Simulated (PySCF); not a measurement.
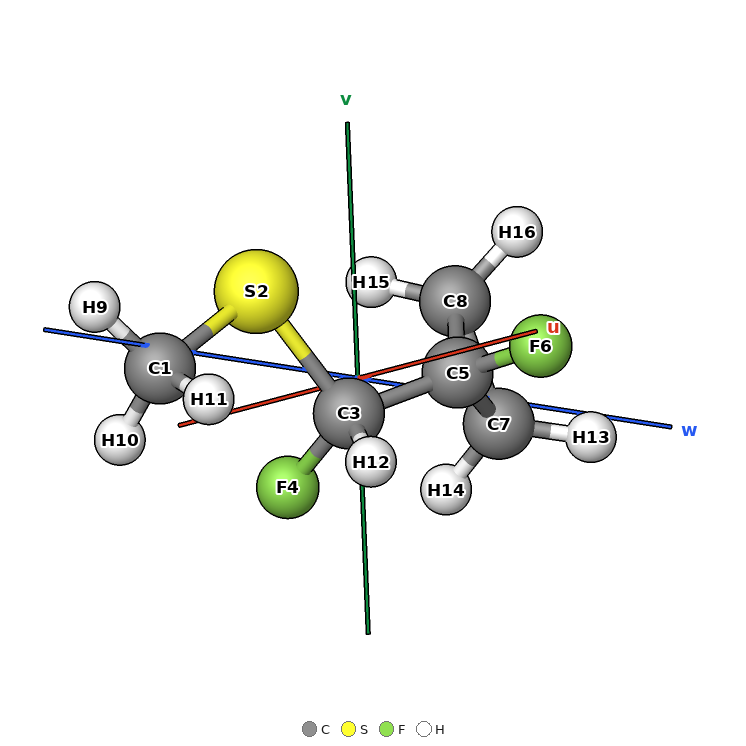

The lines u, v and w are the principal axes of the static dipole polarisability. The geometry was computed by an optimisation with GFN2-xTB. No frequency run is at hand to confirm it as a minimum. Computed with CAM-B3LYP/def2-SVPD (PySCF 2.14.0).

Question: Along which axis is the molecule most polarisable, and along which least?

Answer: Most along w (close to the long direction C1···C7), least along u (nearly parallel to the C5–F6 bond).

Question: Give the three principal values.

Answer: u 68.4, v 74.2, w 98.6 bohr³; mean 80.4, anisotropy 27.7 bohr³.
